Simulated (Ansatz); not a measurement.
# Tl2Se (model cell, started as antifluorite): the cell at rest

Aim: bring Tl2Se (model cell, started as antifluorite) to small forces and stress, as phonons need.

Calculated with Ansatz 0.2.0; DFT PBE, scalar-relativistic, plane waves, PAW.

The structure was built from a prototype and need not be the compound's stable phase.

## (1) The structure

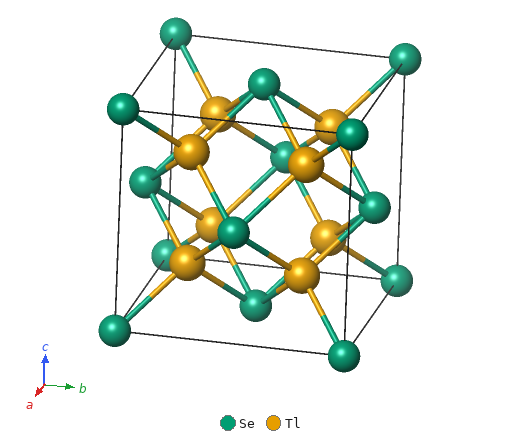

The starting structure, seen slightly off an axis (selenium teal, thallium orange). This picture shows the conventional cell, with its axes. Some periodic images of atoms are drawn too.

## (2) Probe on a coarse mesh

A quick single point on a coarse mesh tells whether the cell has a gap and how far it is from rest, which sets the k mesh and smearing that follow.

The input, input.yaml:

```yaml
crystal:
  lattice:
    - [0.0, 3.85762, 3.85762]
    - [3.85762, 0.0, 3.85762]
    - [3.85762, 3.85762, 0.0]
  atoms:
    - { symbol: Se, position: [0.0, 0.0, 0.0] }
    - { symbol: Tl, position: [0.25, 0.25, 0.25] }
    - { symbol: Tl, position: [0.75, 0.75, 0.75] }
kpoints:
  mp_grid: { grid: [4, 4, 4] }
hamiltonian:
  xc: pbe
scf:
  occupations: { method: gaussian, width: 0.1 }
output:
  forces: true
  stress: true
  eigenvalues: true
```

Launch:

```console
> ansatz run input.yaml --threads 4 --pin off --max-ram 7168MiB --backend cpu --events-out ev --progress --plain --runs-dir out
```

Numbers of over 12 decimals in the logs are rounded to 6 here.

Log:

```text
Engine: ansatz 0.2.0, aarch64-unknown-linux-gnu
Pseudopotentials: kind: paw
Pseudopotential: Se, paw, valence charge 16, recommended cutoff 420 eV (normal), Se.paw.azcp
Pseudopotential: Tl, paw, valence charge 13, recommended cutoff 420 eV (normal), Tl.paw.azcp
Functional definition: PBE
  parameter kappa = 0.804
  parameter beta = 0.066725
  exchange = pbe_x(kappa = kappa, mu = beta*pi^2/3)
[...]
k-point 0: bands = [... 17 lower, 2.1272, 4.1749, 4.1749, 4.1749, 6.9378, 6.9378, 6.9378, 10.6841, ... 1 higher]
  k-point 1: bands = [... 17 lower, 1.3320, 3.9527, 3.9527, 4.5341, 7.4244, 7.4244, 8.2692, 9.8201, ... 1 higher]
  k-point 2: bands = [... 17 lower, 0.5280, 3.7818, 3.7818, 5.3894, 7.6971, 7.6971, 8.7552, 9.1955, ... 1 higher]
  k-point 7: bands = [... 17 lower, -0.0538, 2.9655, 4.8287, 4.8287, 6.6117, 7.5626, 9.6689, 9.6689, ... 1 higher]
[key lines of the parts left out:]
SCF converged after 7 iterations
Free energy (F): -28358.286675 eV
Fermi energy:    5.807960 eV
P = ⅓ Tr σ = -1.1678 GPa (-11.678 kbar)
```

Elapsed: 0.47 s, on 4 threads of Arm Neoverse V2, shared host; peak memory 0.37 GiB.

A gap read on the k-mesh alone can miss the band edges.

Numbers from this step:

* pressure: -1.168 GPa
* volume per atom: 38.27 Å³
* gap on the k-mesh: 0.3777 eV
* direct gap on mesh: 0.3777 eV

The coarse mesh shows a gap of 0.38 eV and a pressure of -1.2 GPa.

## (3) Bringing the structure to rest

The cell and atoms are relaxed, since residual forces and stress would shift the frequencies.

input.yaml, the sections that differ from step 2:

```yaml
kpoints:
  mp_grid: { grid: [8, 8, 8] }
scf:
  occupations: { method: gaussian, width: 0.02 }
output:
  forces: true
  stress: true
  eigenvalues: true
  write_density: true
  write_potential: true
  elf: true
  volumetric_format: npy
relax:
  adjacent_minimum: "off"
  f_tol: 0.005
  max_steps: 80
  cell: { stress_tol: 0.05 }
# crystal, hamiltonian: as in step 2
```

Log:

```text
[...]
Crystal: 3 atoms, lattice volume = 114.812 Å³
Basis set: ecut = 420 eV, 2229 PW (Γ), exchange–correlation on 80×80×80 points (8 copies of the dense FFT grid, shifted against one another)
Bands: 26, of which v1, the nominal top of the filled ones, is band 21 counted from 1 (20 counted from 0)
Symmetry: 48 space group operations
[...]
k-points: 29 of 512
[...]
SCF iter   1: F=—  HF=-28358.287615 eV  |F-HF|=—  |Δ(HF+E_count)|=         —  Δρ=5.69e-4  dr2=5.44e-4  ethr=1.77e-3  ⟨swp⟩=6.1  Hψ=3032  notcnv=0
[...]
SCF iter   6: F=-28358.287086 eV  HF=-28358.287086 eV  |F-HF|=3.36e-8  |Δ(HF+E_count)|=   2.10e-7  Δρ=5.67e-6  dr2=4.25e-8  ethr=2.38e-10  ⟨swp⟩=9.3  Hψ=5166  notcnv=0
SCF 1 converged in 6 iterations: F = -28358.287086 eV  dr2 = 4.25e-8
[...]
relax step   1: F+E_penalty+E_count = -28358.28708555 eV  Δ(F+E_penalty+E_count) = +0.000e0 eV  max|allowed force component| = 2.313e-17 eV/Å  Δτ_max = 0.0000 Å  P = -1.047 GPa  Ω = 114.812 Å³  (6 SCF iters, dr2 threshold 1.00e-7 eV, accepted)
Crystal: 3 atoms, lattice volume = 111.218 Å³
Basis set: ecut = 420 eV, 2109 PW (Γ), exchange–correlation on 80×80×80 points (8 copies of the dense FFT grid, shifted against one another)
[...]
iter 1 solved again at ethr=1.80e-5 eV; its pass at ethr=3.10e-3 eV (dr2=7.56e-3 eV) is discarded
[...]
SCF iter   5: F=-28358.304960 eV  HF=-28358.304960 eV  |F-HF|=8.29e-8  |Δ(HF+E_count)|=   1.40e-6  Δρ=9.33e-6  dr2=5.46e-8  ethr=7.14e-10  ⟨swp⟩=10.8  Hψ=6286  notcnv=0
SCF 2 converged in 5 iterations: F = -28358.304960 eV  dr2 = 5.46e-8
relax step   2: F+E_penalty+E_count = -28358.30496003 eV  Δ(F+E_penalty+E_count) = -1.787e-2 eV  max|allowed force component| = 1.234e-16 eV/Å  Δτ_max = 0.0000 Å  P = -0.481 GPa  Ω = 111.218 Å³  energy of the carried Pulay correction = +5.329e-4 eV  (5 SCF iters, dr2 threshold 3.00e-7 eV, accepted)
Crystal: 3 atoms, lattice volume = 108.332 Å³
Basis set: ecut = 420 eV, 2085 PW (Γ), exchange–correlation on 80×80×80 points (8 copies of the dense FFT grid, shifted against one another)
[...]
SCF iter   5: F=-28358.309356 eV  HF=-28358.309356 eV  |F-HF|=6.16e-8  |Δ(HF+E_count)|=   1.22e-6  Δρ=7.06e-6  dr2=3.36e-8  ethr=7.14e-10  ⟨swp⟩=10.3  Hψ=6370  notcnv=0
SCF 3 converged in 5 iterations: F = -28358.309356 eV  dr2 = 3.36e-8
relax step   3: F+E_penalty+E_count = -28358.30935596 eV  Δ(F+E_penalty+E_count) = -4.396e-3 eV  max|allowed force component| = 1.203e-16 eV/Å  Δτ_max = 0.0000 Å  P = +0.057 GPa  Ω = 108.332 Å³  energy of the carried Pulay correction = +9.820e-4 eV  (5 SCF iters, dr2 threshold 3.00e-7 eV, accepted)
[...]
relax step   4: F+E_penalty+E_count = -28358.30935889 eV  Δ(F+E_penalty+E_count) = -2.926e-6 eV  max|allowed force component| = 1.511e-16 eV/Å  Δτ_max = 0.0000 Å  P = -0.003 GPa  Ω = 108.629 Å³  energy of the carried Pulay correction = +9.348e-4 eV  (5 SCF iters, dr2 threshold 8.05e-9 eV, accepted)
Basis set: ecut = 420 eV, 2109 PW (Γ), exchange–correlation on 72×72×72 points (8 copies of the dense FFT grid, shifted against one another)
[...]
SCF iter   6: F=-28358.308447 eV  HF=-28358.308447 eV  |F-HF|=7.28e-12  |Δ(HF+E_count)|=  9.09e-11  Δρ=1.65e-7  dr2=1.96e-11  ethr=1.00e-12  ⟨swp⟩=4.8  Hψ=3382  notcnv=0
SCF 5 converged in 6 iterations: F = -28358.308447 eV  dr2 = 1.96e-11
relax step   5: F+E_penalty+E_count = -28358.30844744 eV  Δ(F+E_penalty+E_count) = +9.114e-4 eV  max|allowed force component| = 1.049e-16 eV/Å  Δτ_max = 0.0000 Å  P = -0.005 GPa  Ω = 108.629 Å³  stress off target by 4.58e-3 GPa  SCF on the basis re-selected at this cell (its energy is not comparable with the rows above)  (6 SCF iters)
basis re-selected at this cell: Δ(F+E_penalty+E_count) = +9.114e-4 eV, ΔP = -0.002 GPa vs the last step (what re-selecting the basis moved, of the pressure what is left beyond the Pulay correction that the steps carried, after the strain that the cell walked since its last selection, with what the two solves' SCF thresholds leave and, on support functions, any second-order correction that the steps lacked; it is no measure of the basis error at this ecutwfc). The dense FFT grid was sized anew with the basis: this SCF ran on 36×36×36 points, the steps before it on 40×40×40, so part of this shift can come from that change (see relax.cell in the input reference). [rest of the remark cut]
SCF converged after 6 iterations
Free energy (F): -28358.308447 eV
[...]
Internal energy: -28358.308447 eV  (E = F + TS)
E sigma→0 (E₀):  -28358.308447 eV
Fermi energy:    6.445448 eV
[...]
--- Stress (GPa, compression-positive) ---
       -0.004576      -0.000000      -0.000000
       -0.000000      -0.004576      -0.000000
       -0.000000      -0.000000      -0.004576
  P = ⅓ Tr σ = -0.0046 GPa (-0.046 kbar)
--- Band table (eV; the first three rows and the last of 29) ---
  k-point 0: bands = [... 17 lower, 2.8839, 4.6619, 4.6619, 4.6619, 7.4671, 7.4671, 7.4671, 11.4070, ... 1 higher]
  k-point 1: bands = [... 17 lower, 2.6193, 4.5818, 4.5818, 4.6930, 7.6371, 7.6371, 8.0334, 10.9439, ... 1 higher]
  k-point 2: bands = [... 17 lower, 1.9560, 4.4177, 4.4177, 5.1138, 7.9864, 7.9864, 8.9116, 10.5966, ... 1 higher]
  k-point 28: bands = [... 17 lower, 0.4164, 3.3340, 5.4285, 5.4285, 7.1916, 8.1587, 10.4081, 10.4081, ... 1 higher]
--- Relaxed structure (4 steps of the walk, 4 accepted, 1 SCFs on fresh bases) ---
  F+E_penalty+E_count = -28358.30844744 eV   max|allowed force component| = 1.049e-16 eV/Å   (the final SCF, on the basis selected at the relaxed cell)
  cell:  # Å, volume = 108.6294 Å³
    - [0, 3.787092, 3.787092]
    - [3.787092, 0, 3.787092]
    - [3.787092, 3.787092, 0]
  atoms:
    - { symbol: Se, position: [0, 0, 0] }
    - { symbol: Tl, position: [0.25, 0.25, 0.25] }
    - { symbol: Tl, position: [0.750000, 0.750000, 0.750000] }
```

Wall time 5.7 s (4 threads); peak memory 0.47 GiB.

Step by step:

```tsv
step	energy less that of the first step (eV)	largest force component (eV/Å)	pressure (GPa)	volume (Å³)
1	0.0000	0.0000	-1.05	114.81
2	-0.0179	0.0000	-0.48	111.22
3	-0.0223	0.0000	0.06	108.33
4	-0.0223	0.0000	0.00	108.63
5*	-0.0214	0.0000	0.00	108.63
```

Relaxation steps marked * repeat the geometry before them on a plane-wave basis chosen anew for their cell, so energy and pressure can jump there.

Forces are held to the 48 operations that the run works with; a distortion that breaks them can't arise in this run.

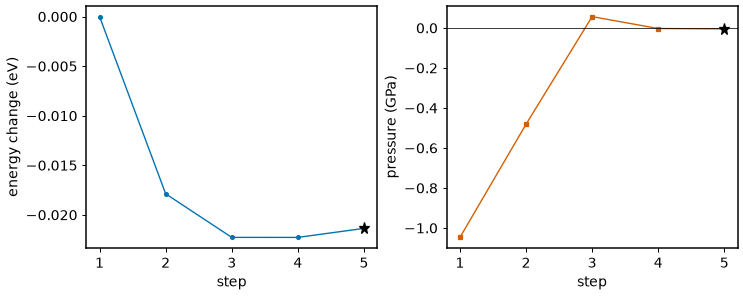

Energy and pressure along the relaxation. Stars mark steps on a basis chosen anew.

```tsv
conventional cell, symmetrised	before	after	change
a (Å)	7.715	7.574	-1.8 %
b (Å)	7.715	7.574	-1.8 %
c (Å)	7.715	7.574	-1.8 %
volume (Å³/atom)	38.27	36.21	-5.4 %
```

Final coordinates:

```xyz
3
Lattice="0.0000 3.7871 3.7871 3.7871 0.0000 3.7871 3.7871 3.7871 0.0000" Properties=species:S:1:pos:R:3 pbc="T T T"
Se    0.0000    0.0000    0.0000
Tl    1.8935    1.8935    1.8935
Tl    5.6806    5.6806    5.6806
```

Numbers from this step:

```yaml
pressure: -0.004576 GPa
volume_per_atom: 36.21 Å³
gap_on_the_k_mesh: 0.1492 eV
direct_gap_on_mesh: 0.1492 eV
```

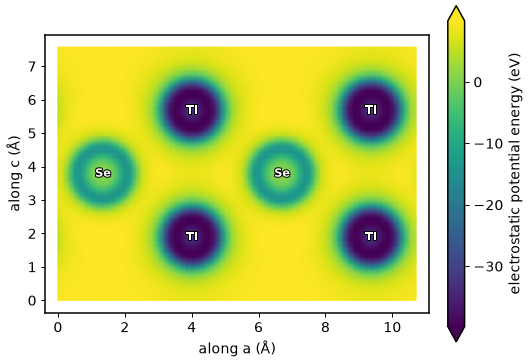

Electrostatic potential energy in the ac plane of a cell with a along [110], b along [-110] and c along [001] of the cube at fractional y = 0.000, with atoms of Se and Tl within 0.2 Å of it. With pseudopotentials it is smooth inside the atoms' cores, unlike the true potential. The map starts off the cell's origin, so that atoms lie inside it.

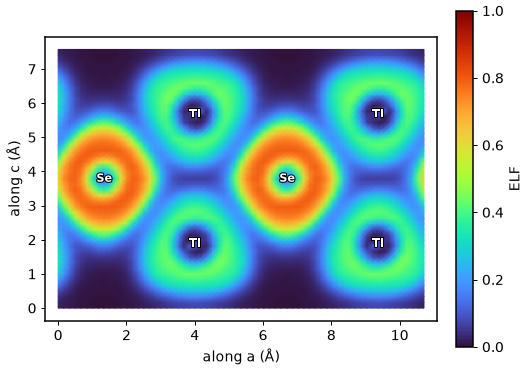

ELF in the ac plane of a cell with a along [110], b along [-110] and c along [001] of the cube at fractional y = 0.000, with atoms of Se and Tl within 0.2 Å of it. It is the smooth field of the valence electrons, not physical close to the nuclei. The map starts off the cell's origin, so that atoms lie inside it.

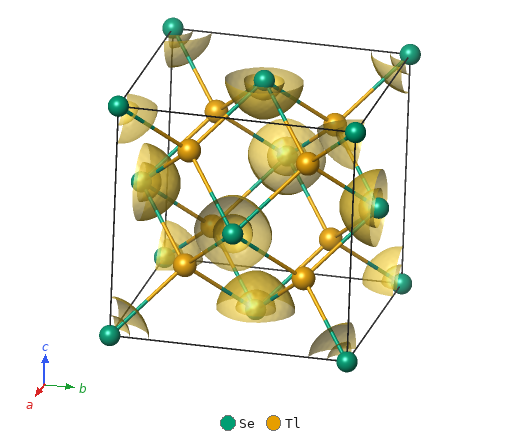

Surface of ELF = 0.72.

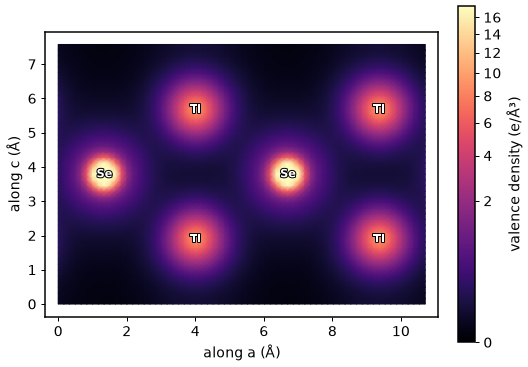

Valence density in the ac plane of a cell with a along [110], b along [-110] and c along [001] of the cube at fractional y = 0.000, with atoms of Se and Tl within 0.2 Å of it. It is the smooth field of the valence electrons, not physical close to the nuclei. The map starts off the cell's origin, so that atoms lie inside it. The colour scale is stretched toward low values.

In this step the volume went from 38.27 to 36.21 Å³/atom.

## (4) Tight relaxation

Phonons need a cell at rest on their own settings, so the relaxation is repeated with tight tolerances on forces and stress, using the mesh and the filling of the phonon run that follows.

input.yaml, the sections that differ from step 3:

```yaml
crystal:
  lattice:
    - [0.0, 3.7870920244, 3.7870920244]
    - [3.7870920244, 0.0, 3.7870920244]
    - [3.7870920244, 3.7870920244, 0.0]
  atoms:
    - { symbol: Se, position: [0.0, 0.0, 0.0] }
    - { symbol: Tl, position: [0.25, 0.25, 0.25] }
    - { symbol: Tl, position: [0.75, 0.75, 0.75] }
output:
  forces: true
  stress: true
  eigenvalues: true
relax:
  adjacent_minimum: "off"
  f_tol: 0.001
  max_steps: 60
  cell: { stress_tol: 0.01 }
# kpoints, hamiltonian, scf: as in step 3
```

Log:

```text
[...]
Crystal: 3 atoms, lattice volume = 108.629 Å³
Basis set: ecut = 420 eV, 2109 PW (Γ), exchange–correlation on 72×72×72 points (8 copies of the dense FFT grid, shifted against one another)
Bands: 26, of which v1, the nominal top of the filled ones, is band 21 counted from 1 (20 counted from 0)
Symmetry: 48 space group operations
[...]
k-points: 29 of 512
[...]
--- Relaxed structure (1 steps of the walk, 1 accepted, 1 SCFs on fresh bases) ---
[...]
cell:  # Å, volume = 108.6294 Å³
    - [0.0, 3.7870920244, 3.7870920244]
    - [3.7870920244, 0.0, 3.7870920244]
    - [3.7870920244, 3.7870920244, 0.0]
  atoms:
    - { symbol: Se, position: [0.0, 0.0, 0.0] }
    - { symbol: Tl, position: [0.25, 0.25, 0.25] }
    - { symbol: Tl, position: [0.750000, 0.750000, 0.750000] }
[key lines of the parts left out:]
SCF converged after 6 iterations
Free energy (F): -28358.308447 eV
Fermi energy:    6.445447 eV
P = ⅓ Tr σ = -0.0046 GPa (-0.046 kbar)
```

Wall time 2.2 s (4 threads); peak memory 0.44 GiB; 8.1 s of CPU time.

Little changed from the start: no atom moved by 0.005 Å and no cell edge by 0.1 %.

This step gave:

```
pressure : -0.004571 GPa
```

The forces vanish by symmetry and the pressure is -0.005 GPa, within the tolerances set. The cell now holds 36.21 Å³/atom.

## (5) Results

```json
{
  "space group after relaxation": "Fm-3m",
  "lattice constant a": "7.574 Å",
  "lattice constant b": "7.574 Å",
  "lattice constant c": "7.574 Å",
  "volume per atom": "36.2 Å³",
  "gap on the k-mesh": "0.149 eV"
}
```

The forces vanish by symmetry and the pressure is -0.005 GPa, within the tolerances set. The cell now holds 36.21 Å³/atom. The relaxation keeps the symmetry of its start, so it says nothing on stability against lower symmetry. Spin-orbit coupling is left out, which can matter for the heavy elements here. The starting cell was built on a prototype and not taken from a measurement, so the phase need not exist.

[Logs are printed without paths, hosts, clocks, repeated set-up lines and the standing remarks that a program may print on its own settings, such as how far it seeks lower states.]

[Hosts, paths, dates, database ids (printed as entryN), source tags and the programs' standing remarks are cut or masked in the printed files.]
